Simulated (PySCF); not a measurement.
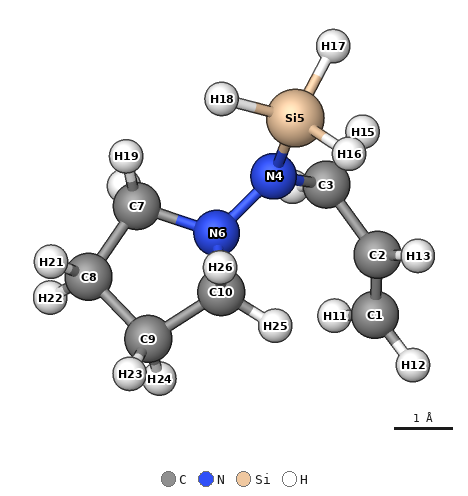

The structure as given in the input (ball-and-stick view, seen at a tilt; atoms are numbered from 1 in the order of the input). Bond lengths as drawn: C–C 1.33 to 1.54 Å, C–H 1.09 to 1.12 Å, C–N 1.45 Å, H–Si 1.49 to 1.50 Å, N–N 1.39 Å and N–Si 1.75 Å.

## What a change does: NMR shielding calculation on C$_{7}$H$_{16}$N$_{2}$Si

System: C$_{7}$H$_{16}$N$_{2}$Si, SMILES C=CCN([SiH3])N1CCCC1.
Method of run A: GIAO wB97X-D/pcSseg-1 NMR shielding, non-relativistic, gas phase (PySCF 2.14.0).

The geometry comes from this level: PBE0-D3(BJ)/def2-SVP. Text and figures count atoms from 1; the logs count them from 0 in places.

Input, run A:
```
{"job": {"kind": "nmr", "xc": "wB97X-D", "basis": "pcSseg-1", "pop": false}, "charge": 0, "multiplicity": 1}
C     -2.698849     1.278610    -1.214225
C     -2.567059     0.099135    -0.607335
C     -1.709265    -1.025050    -1.109402
N     -0.596780    -1.338823    -0.229832
Si    -0.683214    -2.608794     0.972355
N      0.364386    -0.339186    -0.183747
C      1.703062    -0.710250    -0.615469
C      2.591276     0.441822    -0.115291
C      1.646216     1.361298     0.681287
C      0.474127     0.457052     1.020652
H     -2.178937     1.490643    -2.154317
H     -3.326679     2.072896    -0.801194
H     -3.084803    -0.081732     0.343990
H     -1.319746    -0.777640    -2.112153
H     -2.319848    -1.939899    -1.215065
H     -1.403794    -2.247886     2.239847
H     -1.411038    -3.758713     0.356510
H      0.704258    -3.008648     1.351319
H      2.024851    -1.673483    -0.169253
H      1.725495    -0.840347    -1.709454
H      3.393311     0.052274     0.528828
H      3.079578     0.980311    -0.939726
H      2.122514     1.801544     1.568741
H      1.289489     2.186254     0.046404
H     -0.464691     0.998602     1.210266
H      0.699416    -0.158560     1.923630
```

The first line tells a small driver script what to run in PySCF; the rest is the geometry in Å.

Launched with:
```bash
OMP_NUM_THREADS=1 python <driver script> task.json out
```

Hardware: 1 CPU thread, shared host.

Output (run A):
```
coarse grid: 21272 points
cycle   1  E = -675.0166233354  dE =  1.426e+00  |g| = 3.389e-01  |ddm| = 4.498e+00
cycle   2  E = -675.0421586342  dE = -2.554e-02  |g| = 1.943e-01  |ddm| = 5.308e-01
cycle   3  E = -675.0502398914  dE = -8.081e-03  |g| = 5.780e-02  |ddm| = 2.042e-01
cycle   4  E = -675.0509559145  dE = -7.160e-04  |g| = 2.122e-02  |ddm| = 7.019e-02
cycle   5  E = -675.0510560780  dE = -1.002e-04  |g| = 5.315e-03  |ddm| = 2.520e-02
cycle   6  E = -675.0510635072  dE = -7.429e-06  |g| = 1.223e-03  |ddm| = 8.034e-03
final grid: 198320 points
cycle   7  E = -675.1181129888  dE = -2.595e-04  |g| = 5.542e-03  |ddm| = 5.304e-02
cycle   8  E = -675.1181170560  dE = -4.067e-06  |g| = 4.888e-03  |ddm| = 1.364e-02
cycle   9  E = -675.1181219429  dE = -4.887e-06  |g| = 8.682e-04  |ddm| = 4.494e-03
cycle  10  E = -675.1181221376  dE = -1.947e-07  |g| = 3.641e-04  |ddm| = 1.736e-03
cycle  11  E = -675.1181221692  dE = -3.161e-08  |g| = 8.065e-05  |ddm| = 4.770e-04
cycle  12  E = -675.1181221713  dE = -2.092e-09  |g| = 2.797e-05  |ddm| = 1.595e-04
cycle  13  E = -675.1181221716  dE = -2.733e-10  |g| = 1.181e-05  |ddm| = 6.851e-05
converged SCF energy = -675.1181221716

GIAO shielding tensors (ppm)
atom      isotropic    diamagn.    paramagn.     s11        s22        s33       span
  0 C       58.954     254.589    -195.635    -57.682     78.351    156.193    213.876
  1 C       36.333     258.261    -221.928    -91.090     46.145    153.943    245.032
  2 C      124.429     240.661    -116.232    108.779    115.439    149.069     40.290
  3 N      192.552     326.979    -134.426    142.175    173.104    262.378    120.203
  4 Si     420.212     881.012    -460.800    371.076    412.768    476.790    105.714
  5 N      170.903     324.966    -154.063     91.385    153.917    267.408    176.023
  6 C      135.400     244.848    -109.449    101.694    133.232    171.273     69.578
  7 C      160.996     252.125     -91.129    136.114    172.560    174.314     38.200
  8 C      158.901     248.980     -90.079    137.691    165.324    173.689     35.998
  9 C      128.879     248.544    -119.665    104.013    119.281    163.342     59.329
 10 H       25.947      31.723      -5.775     21.884     25.807     30.152      8.268
 11 H       26.077      28.878      -2.801     22.726     25.407     30.098      7.373
 12 H       25.312      31.835      -6.523     21.893     25.602     28.440      6.546
 13 H       28.113      31.214      -3.101     23.452     27.708     33.180      9.728
 14 H       28.255      29.894      -1.639     23.900     27.494     33.372      9.472
 15 H       26.820      30.292      -3.472     23.109     24.906     32.444      9.335
 16 H       27.169      29.474      -2.306     23.799     25.276     32.431      8.631
 17 H       26.541      30.828      -4.286     22.578     26.043     31.003      8.425
 18 H       28.833      32.548      -3.715     23.951     29.155     33.392      9.441
 19 H       28.456      31.532      -3.077     23.867     27.155     34.345     10.478
 20 H       29.870      30.254      -0.384     25.171     27.561     36.879     11.708
 21 H       29.689      30.043      -0.354     25.237     26.770     37.059     11.822
 22 H       30.012      30.170      -0.158     25.549     26.972     37.515     11.966
 23 H       29.655      32.243      -2.589     25.207     27.546     36.210     11.003
 24 H       28.529      34.288      -5.759     24.045     28.566     32.976      8.930
 25 H       29.053      33.862      -4.810     24.387     28.972     33.799      9.412
```

The input of run B differs as follows (lines with − go, lines with + come):
```diff
-"xc": "wB97X-D"
+"xc": "PBE0"
-"pop": false
```

What does this change do to the results?

The total energies belong to different methods, so their difference says nothing on which is more stable or more accurate. The HOMO goes from −7.99 to −6.13 eV. The LUMO goes from 2.03 to 0.22 eV. Of all shieldings, the largest change is that of N6, by −3.3 ppm. The functional changes from wB97X-D to PBE0. The SCF takes 14 iterations against 13.

Output (run B):
```
coarse grid: 21272 points
cycle   1  E = -674.5596935868  dE =  1.075e+00  |g| = 4.173e-01  |ddm| = 4.534e+00
cycle   2  E = -674.5582953570  dE =  1.398e-03  |g| = 4.333e-01  |ddm| = 8.527e-01
cycle   3  E = -674.6065467483  dE = -4.825e-02  |g| = 5.752e-02  |ddm| = 4.751e-01
cycle   4  E = -674.6070859587  dE = -5.392e-04  |g| = 3.027e-02  |ddm| = 8.234e-02
cycle   5  E = -674.6072808027  dE = -1.948e-04  |g| = 8.192e-03  |ddm| = 3.859e-02
cycle   6  E = -674.6072938806  dE = -1.308e-05  |g| = 2.177e-03  |ddm| = 9.048e-03
cycle   7  E = -674.6072949871  dE = -1.106e-06  |g| = 5.361e-04  |ddm| = 2.365e-03
final grid: 198320 points
cycle   8  E = -674.6650981883  dE = -4.740e-05  |g| = 9.377e-03  |ddm| = 3.591e-02
cycle   9  E = -674.6650852288  dE =  1.296e-05  |g| = 1.184e-02  |ddm| = 2.123e-02
cycle  10  E = -674.6651210268  dE = -3.580e-05  |g| = 1.478e-03  |ddm| = 1.278e-02
cycle  11  E = -674.6651215081  dE = -4.813e-07  |g| = 3.493e-04  |ddm| = 1.578e-03
cycle  12  E = -674.6651215340  dE = -2.593e-08  |g| = 1.069e-04  |ddm| = 3.843e-04
cycle  13  E = -674.6651215365  dE = -2.465e-09  |g| = 4.246e-05  |ddm| = 1.352e-04
cycle  14  E = -674.6651215369  dE = -3.965e-10  |g| = 9.248e-06  |ddm| = 4.096e-05
converged SCF energy = -674.6651215369

GIAO shielding tensors (ppm)
atom      isotropic    diamagn.    paramagn.     s11        s22        s33       span
  0 C       59.785     254.378    -194.593    -54.203     77.571    155.987    210.189
  1 C       36.856     257.880    -221.023    -88.155     45.209    153.516    241.671
  2 C      123.599     241.109    -117.509    107.275    115.101    148.421     41.146
  3 N      189.969     326.453    -136.484    138.240    172.895    258.772    120.532
  4 Si     421.910     881.144    -459.234    372.077    416.562    477.089    105.012
  5 N      167.639     324.824    -157.185     87.920    151.614    263.383    175.463
  6 C      135.590     244.749    -109.160    102.292    133.509    170.969     68.676
  7 C      160.684     252.174     -91.490    135.678    172.282    174.092     38.413
  8 C      158.682     249.045     -90.363    137.280    165.250    173.515     36.234
  9 C      128.694     248.442    -119.749    104.567    118.508    163.005     58.438
 10 H       25.841      31.513      -5.672     21.833     25.711     29.978      8.146
 11 H       25.968      28.737      -2.769     22.649     25.280     29.976      7.327
 12 H       25.163      31.745      -6.583     21.736     25.435     28.317      6.580
 13 H       27.961      31.051      -3.090     23.261     27.572     33.050      9.789
 14 H       28.060      29.854      -1.794     23.687     27.330     33.163      9.476
 15 H       26.617      30.053      -3.436     22.856     24.669     32.325      9.470
 16 H       27.021      29.353      -2.332     23.648     25.146     32.268      8.620
 17 H       26.327      30.580      -4.254     22.331     25.833     30.816      8.486
 18 H       28.712      32.251      -3.539     23.853     29.021     33.263      9.410
 19 H       28.333      31.345      -3.012     23.727     27.016     34.256     10.529
 20 H       29.733      30.236      -0.502     25.011     27.451     36.737     11.726
 21 H       29.544      30.003      -0.459     25.066     26.647     36.919     11.852
 22 H       29.867      30.153      -0.287     25.391     26.834     37.375     11.984
 23 H       29.498      32.045      -2.547     25.049     27.375     36.071     11.022
 24 H       28.393      33.949      -5.556     23.915     28.419     32.845      8.930
 25 H       28.907      33.501      -4.594     24.234     28.824     33.664      9.431
```

The two runs side by side:

| quantity | run A | run B |
| --- | --- | --- |
| outcome | converged | converged |
| total energy (hartree) | −675.118122 | −674.665122 |
| HOMO (eV) | −7.99 | −6.13 |
| LUMO (eV) | 2.03 | 0.22 |
| dipole moment (D) | 0.79 | 0.80 |
| shielding of C1 (ppm) | 59.0 | 59.8 |
| shielding of C2 (ppm) | 36.3 | 36.9 |
| shielding of C3 (ppm) | 124.4 | 123.6 |
| shielding of N4 (ppm) | 192.6 | 190.0 |
| shielding of Si5 (ppm) | 420.2 | 421.9 |
| shielding of N6 (ppm) | 170.9 | 167.6 |
| shielding of C8 (ppm) | 161.0 | 160.7 |
| SCF iterations | 13 | 14 |
| basis functions | 257 | 257 |
| wall time (shared host) | 67 s | 64 s |
